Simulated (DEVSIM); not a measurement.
Device: Mo/SiO2/p-Si capacitor, at 300 K.

```
layer (left to right)  material  thickness (nm)  Na (cm⁻³)
---------------------  --------  --------------  ---------
1                          SiO2            3.70          -
2                            Si            2300       6e16
```

Metal gate on the left, work function 4.6 eV. Fixed charge at the semiconductor interface 0 cm⁻² (in units of +e); interface traps 5.3e10 cm⁻² eV⁻¹, uniform in energy, neutral level at 0.5 of the gap above the valence band.

The device is made up for the run: typed textbook-type constants, with dimensions and the other settings drawn at random. Values at 300 K.

| parameter | SiO2 | Si |
|---|---|---|
| gap (eV) | 9 | 1.124 |
| affinity (eV) | 0.9 | 4.05 |
| permittivity | 3.9 | 11.7 |
| Nc (cm⁻³) | - | 2.86e19 |
| Nv (cm⁻³) | - | 3.1e19 |

Model (solved in DEVSIM): 1D Poisson equation in equilibrium, Boltzmann statistics, complete ionisation; no quantum confinement or tunnelling. Metal contacts follow the ideal Schottky-Mott rule: no Fermi-level pinning, no interface dipoles.

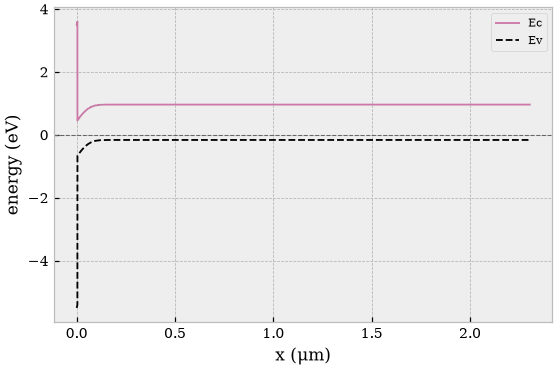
Figure: Band edges at 0.2 V on the gate

Energies count from the Fermi level of the right contact; mesh points crowd at the junctions.

| x (μm) | Ec (eV) | Ev (eV) | n (cm⁻³) | p (cm⁻³) | field (V/cm) |
|---|---|---|---|---|---|
| 0.000 | 3.500 | -5.500 | < 1e2 | < 1e2 | 290000 |
| 0.0009500 | 3.527 | -5.473 | < 1e2 | < 1e2 | 290000 |
| 0.002151 | 3.562 | -5.438 | < 1e2 | < 1e2 | 290000 |
| 0.003235 | 3.593 | -5.407 | < 1e2 | < 1e2 | 290000 |
| 0.004604 | 0.464 | -0.660 | 4.6e11 | 2.5e8 | 94000 |
| 0.006744 | 0.484 | -0.640 | 2.1e11 | 5.5e8 | 92000 |
| 0.01110 | 0.523 | -0.601 | 4.7e10 | 2.5e9 | 88000 |
| 0.02465 | 0.633 | -0.491 | 6.6e8 | 1.8e11 | 75000 |
| 0.04756 | 0.781 | -0.343 | 2200000 | 5.3e13 | 54000 |
| 0.09422 | 0.934 | -0.190 | 5700 | 2.0e16 | 14000 |
| 0.1892 | 0.962 | -0.162 | 1900 | 6.0e16 | 70 |
| 0.4684 | 0.962 | -0.162 | 1900 | 6.0e16 | ≈ 0 |
| 0.9512 | 0.962 | -0.162 | 1900 | 6.0e16 | ≈ 0 |
| 1.612 | 0.962 | -0.162 | 1900 | 6.0e16 | ≈ 0 |
| 2.037 | 0.962 | -0.162 | 1900 | 6.0e16 | ≈ 0 |
| 2.173 | 0.962 | -0.162 | 1900 | 6.0e16 | ≈ 0 |
| 2.240 | 0.962 | -0.162 | 1900 | 6.0e16 | ≈ 0 |
| 2.273 | 0.962 | -0.162 | 1900 | 6.0e16 | ≈ 0 |
| 2.293 | 0.962 | -0.162 | 1900 | 6.0e16 | ≈ 0 |
| 2.299 | 0.962 | -0.162 | 1900 | 6.0e16 | ≈ 0 |
| 2.302 | 0.962 | -0.162 | 1900 | 6.0e16 | ≈ 0 |
| 2.304 | 0.962 | -0.162 | 1900 | 6.0e16 | ≈ 0 |
